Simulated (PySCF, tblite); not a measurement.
# CH8ClSi3 radical: geometry, infrared bands and EPR parameters

What infrared bands and EPR parameters should CH8ClSi3 radical (`[CH2][SiH2][SiH2][SiH2]Cl`) show?

Programs: tblite 0.8.0 and PySCF 2.14.0, with density-fitted response routines of our own. Each step states its level of theory. These are calculated values for one molecule in the gas phase, unless marked as measured. Atoms count from 0, in the outputs and in this text.

### Step 1. The starting structure

13 atoms, charge 0, multiplicity 2; geometry from: force field or distance geometry start.

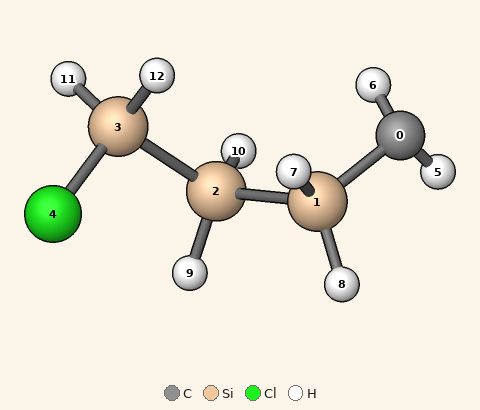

The starting geometry (carbon grey, silicon light orange, chlorine green, hydrogen white), atoms numbered.

### Step 2. Geometry optimisation with GFN2-xTB

The job: settings as JSON, then the geometry in Å.

```
{"job": {"kind": "relax", "xc": "GFN2-xTB", "basis": "xTB"}, "charge": 0, "multiplicity": 2}
C      2.502600    -0.649400     0.427300
Si     1.124100    -0.426600    -0.816800
Si    -0.353100     1.012400     0.038700
Si    -2.201100    -0.187100     0.480000
Cl    -3.320100    -0.209400    -1.282700
H      3.257300     0.105100     0.202100
H      2.078400    -0.479200     1.449300
H      0.513300    -1.738100    -1.002400
H      1.604300     0.050800    -2.100600
H     -0.644000     2.048300    -0.982400
H      0.144600     1.706200     1.217600
H     -2.950000     0.350000     1.619300
H     -1.760800    -1.582600     0.733000
```

Launch:

```bash
> OMP_NUM_THREADS=1 python probes_run.py task.json out
```

One launch serves the whole session: the jobs run in the order shown.

**Question.** This job is followed by: GFN2-xTB harmonic vibrations, gas phase; UKS B3LYP, pcH-1 on C Cl H Si, non-relativistic, mean-field spin-orbit, GIAO. What will the session give for the following? strongest single infrared mode (GFN2-xTB); zero-point energy (GFN2-xTB); g(iso) (B3LYP); ⟨S²⟩; largest a(iso) (averaged by class); potential on the surface of density 0.002 e/bohr³, 1st and 99th percentile.

**Answer**, as computed:

| quantity | value |
| --- | --- |
| strongest single infrared mode (GFN2-xTB) | 586 cm⁻¹, 639 km/mol |
| zero-point energy (GFN2-xTB) | 45.5 kcal/mol |
| g(iso) (B3LYP) | 2.00254 |
| ⟨S²⟩ | 0.754 (exact 0.75) |
| largest a(iso) (averaged by class) | 29Si on Si2, -91.3 MHz |
| potential on the surface of density 0.002 e/bohr³, 1st and 99th percentile | -0.58 V and 1.39 V |

**Reading.** The optimisation took 129 steps and gained 0.658 eV; among the close pairs (by a distance rule), Si1–Si2 changed most, from 2.233 to 2.368 Å. The lowest mode is slightly imaginary (14i cm⁻¹), a soft motion within the noise of the Hessian, so the minimum is not strictly shown. The strongest single mode, at 586 cm⁻¹, is carried by H9, H10, H8. Unscaled tight-binding wavenumbers are off by several per cent, some by more. Its intensities can rank the bands wrongly. C0 carries the largest spin population, 1.02 e. The isotropic g lies 0.2 ppt above the free-electron value. These values are for one conformer; the search (at its own cheap level) found 2 more, at 0.46, 0.62 kcal/mol, and measured spectra average over such forms.
